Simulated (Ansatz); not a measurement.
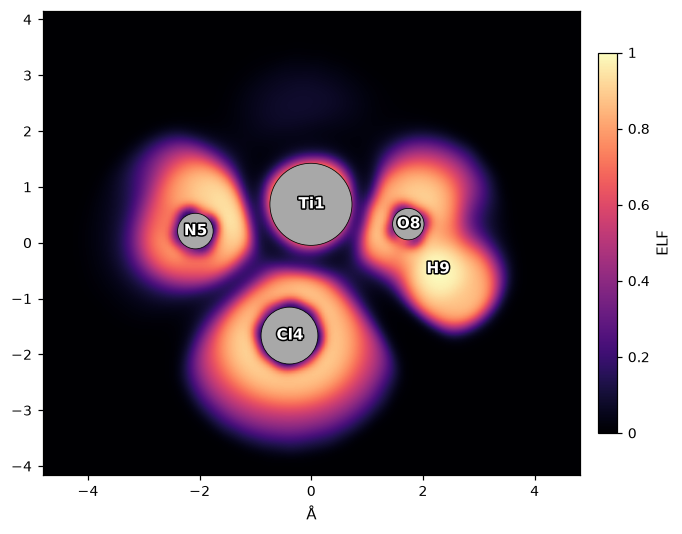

Cl2FH3NOTi (doublet). ELF on the plane of atoms Cl4, Ti1 and O8. Grey discs cover the atomic cores.

All numbers below come from UKS PBE/def2-SVP in Ansatz.

```xyz
9

Ti    0.0583   -0.6380    1.1189
F    -0.2961   -2.1953    1.8336
Cl    2.0697   -0.5444    0.1692
Cl   -1.7844    0.7101    0.4405
N    -0.7484   -1.2556   -0.7502
H    -1.6157   -1.8085   -0.8401
H    -0.5733   -0.7640   -1.6399
O     0.2320    0.4301    2.5309
H    -0.1484    1.2900    2.7846
```

**What do the fields say about this system?**

- Atoms in the plane: Ti, Cl, N, O and H.
- Ti–O (1.78 Å): the ELF peaks at about 0.85 in the valence shell of O, 0.5 Å from its nucleus, and drops to about 0.25 between the two atoms.
- Ti–N (2.13 Å): the ELF peaks at about 0.95 in the valence shell of N, 0.7 Å from its nucleus, and is about 0.25 at the midpoint.
- O–H (0.97 Å): the ELF climbs to about 1 towards the hydrogen, as it does in any bond to H (a covalent bond by its length).
- Ti–Cl (2.38 Å): the ELF peaks at about 0.85 in the valence shell of Cl, 0.8 Å from its nucleus, and is about 0.40 at the midpoint.
